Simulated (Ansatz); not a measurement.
**OsCl3: density, localisation and related maps**

```
CELL_PARAMETERS angstrom
4.88240 0.00000 0.00000
0.00000 4.88240 0.00000
0.00000 0.00000 4.88240
ATOMIC_POSITIONS crystal
Os 0.00000 0.00000 0.00000
Cl 0.50000 0.00000 0.00000
Cl 0.00000 0.00000 0.50000
Cl 0.00000 0.50000 0.00000
```

Space group Pm-3m; started from the ReO3 prototype, which need not be the ambient phase; changed on purpose from its base cell (volume × 1.040); Hubbard U of 2 eV on Os d only; the program warned that the occupations lower the symmetry; spin-polarised.

Theory: DFT PBE+U, scalar-relativistic, plane waves, PAW in Ansatz 0.2.0.

Core electrons are frozen (PAW), and the valence fields are smoothed inside the atomic spheres.

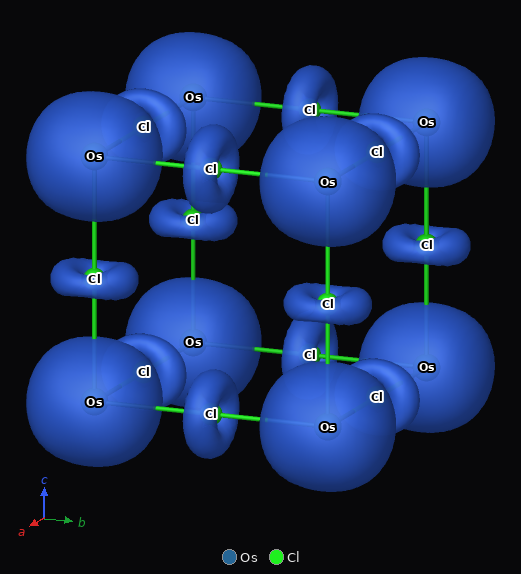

Figure 1. Isosurfaces of the spin density at +0.05 (blue) and −0.05 e/Å³ (red), seen slightly off an axis. Sticks mark near contacts.

Which atoms carry the moments, and with what signs?

The spin density sits on Os: +1.9 μB in one cell of 4 atoms, with smaller moments on other sites: Cl (up to +0.15 μB): parallel moments, as they must be, since the calculation's own cell holds one magnetic site. The cell of the calculation (4 atoms) carries 2.8 μB of net spin moment. Only one sign reaches the isovalue.

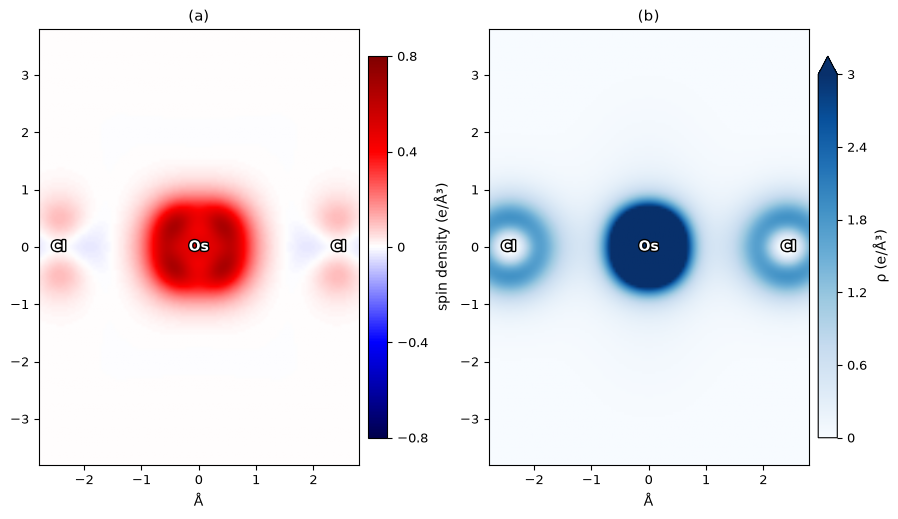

Figure 2. (a) spin density (up minus down); (b) valence pseudo-density on the (101) plane of the conventional cell.

Describe what can be read from this map.

The section cuts through Os and Cl sites.
Os–Cl (2.44 Å): ρ at the midpoint is about 0.52 e/Å³.
The density dies away to nearly zero in the voids.

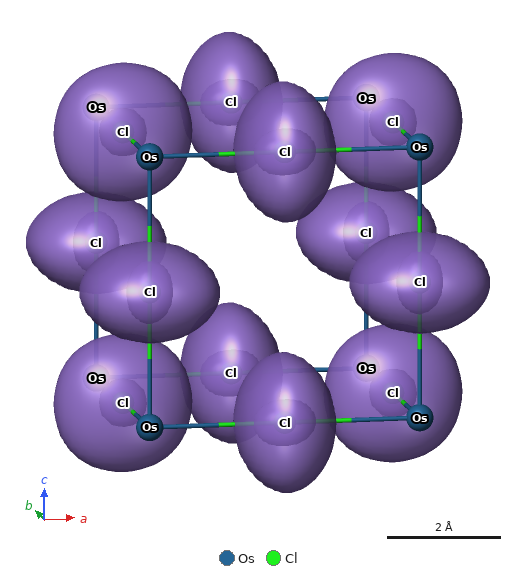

Figure 3. Isosurface of the electron localisation function at 0.75 (purple), seen slightly off an axis. Only the valence region is drawn (cores and ρ < 0.01 e/Å³ removed). Sticks mark near contacts.

What do the ELF domains correspond to?

The ELF exceeds this value in three regions wrapped around Cl (the valence shell of each), counted in one cell of 4 atoms. Any copies at cell faces, edges or corners count once. Along the contacts the grid gives the following. Os–Cl (2.44 Å): the ELF peaks at about 0.80 in the valence shell of Cl, 0.8 Å from its nucleus, and is about 0.30 at the midpoint.

Metal or insulator at this level of theory?

It is metallic or semimetallic at this level of theory: no gap opens; semilocal functionals without U, or without the true magnetic order, often close the gap of such compounds.
